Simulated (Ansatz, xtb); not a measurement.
Bond stretch in Mg2, singlet.

- GFN1-xTB (xtb)
- UMP2 = MP2 on UHF/cc-pVTZ, frozen core (Ansatz, a first-principles code)
- FCI = full CI/cc-pVTZ, frozen core in Ansatz
- UCCSDT = CCSDT on UHF/cc-pVTZ, frozen core (Ansatz)

Energies are in mEh, each relative to the lowest point of its own curve near equilibrium.

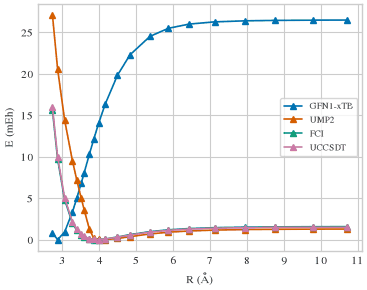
*Energy against bond length for each method.*

```csv
R / Å,GFN1-xTB,UMP2,FCI,UCCSDT
2.74,0.8,27.1,15.6,16.0
2.88,0.0,20.6,9.7,10.0
3.07,0.9,14.4,4.8,5.0
3.28,3.3,9.5,2.0,2.1
3.40,5.0,7.2,1.1,1.2
3.52,6.8,5.0,0.6,0.6
3.60,8.1,3.6,0.3,0.4
3.74,10.3,1.3,0.1,0.1
3.86,12.1,0.1,0.0,0.0
3.99,14.0,0.0,0.0,0.0
4.17,16.4,0.0,0.1,0.1
4.50,19.8,0.1,0.3,0.3
4.84,22.3,0.4,0.6,0.6
5.38,24.5,0.7,1.0,0.9
5.88,25.5,0.9,1.2,1.1
6.44,26.0,1.0,1.3,1.3
7.13,26.2,1.1,1.4,1.4
7.95,26.4,1.2,1.5,1.4
8.76,26.4,1.2,1.5,1.5
9.78,26.5,1.3,1.6,1.5
10.72,26.5,1.3,1.6,1.5
```

At the longest distance, 10.72 Å, GFN1-xTB lies highest above its minimum (26.5 mEh) and UMP2 lowest (1.3 mEh).

The unrestricted determinant behind UMP2, UCCSDT is spin-contaminated at 2.74 to 3.74 Å (<S²> up to 0.6, against 0.00 for a pure singlet).
